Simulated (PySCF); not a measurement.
# C5H13NSi: electronic excitations

What electronic excitations should C5H13NSi (`CC[C@H]1C[Si@@H](N)C1`) show?

The runs use PySCF 2.14.0, with density-fitted response routines of our own; the level of theory stands in each step. All values are computed, except where a source is named. Atoms count from 0, in the outputs and in this text.

**1. The starting structure**

20 atoms, charge 0, multiplicity 1; geometry from: GFN2-xTB.

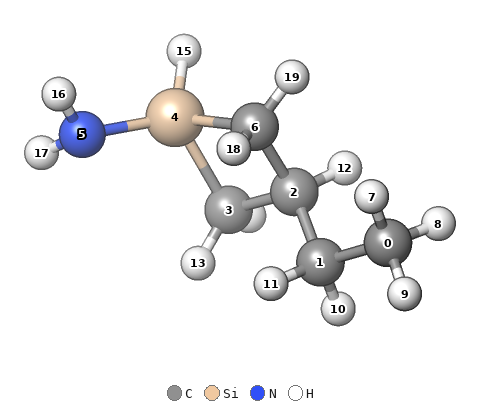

The starting geometry (carbon grey, silicon light orange, nitrogen blue, hydrogen white), atoms numbered.

**2. TDDFT and polarisability: B3LYP/def2-SVPD**

The job: settings as JSON, then the geometry in Å.

```
{"job": {"kind": "uv", "xc": "B3LYP", "basis": "def2-SVPD", "nstates": 8, "ntriplets": 3}, "charge": 0, "multiplicity": 1}
C     -2.752541     0.316024    -0.052251
C     -1.578129    -0.653126    -0.125109
C     -0.352070    -0.131524     0.611217
C      0.841597    -1.111853     0.620748
Si     2.036799     0.307177     0.204086
N      2.912696     0.063751    -1.263164
C      0.322586     1.094275    -0.043576
H     -2.479446     1.278720    -0.478215
H     -3.052376     0.473020     0.982218
H     -3.606903    -0.073489    -0.602104
H     -1.874108    -1.612090     0.309792
H     -1.315954    -0.829904    -1.171487
H     -0.632798     0.111941     1.639385
H      0.748756    -1.852479    -0.170837
H      0.960673    -1.646395     1.559449
H      2.800622     0.832519     1.346638
H      3.270303     0.878589    -1.736251
H      3.612055    -0.661870    -1.274548
H      0.034456     1.191556    -1.088382
H      0.098634     2.035836     0.451180
```

Level: TDDFT B3LYP/def2-SVPD, vertical, gas phase, core orbitals frozen in the response.

Run with:

```bash
OMP_NUM_THREADS=1 python probes_run.py task.json out
```

The driver reads the jobs from task.json and runs them one after another.

Predict these results of the whole session: lowest singlet (B3LYP/def2-SVPD); brightest single state of those computed; lowest triplet; surface potential, least and greatest.

The runs gave:

| quantity | value |
| --- | --- |
| lowest singlet (B3LYP/def2-SVPD) | 6.07 eV (204 nm), f = 0.019 |
| brightest single state of those computed | state 7, 7.29 eV, f = 0.056 |
| lowest triplet | 5.80 eV |
| surface potential, least and greatest | -1.20 V and 1.45 V |

In words: The first singlet state (HOMO→LUMO 0.97) lies at 6.07 eV and is weak; of the 8 states computed, the strongest absorption comes from states 7 to 8 together at 7.29 eV (the last computed, so partners may be missing). The lowest triplet lies 0.27 eV below the lowest singlet (triplets in Tamm-Dancoff, singlets in full TDDFT). States above −ε(HOMO) lie where TDDFT describes them poorly and they hang on the basis; the brightest is among them.
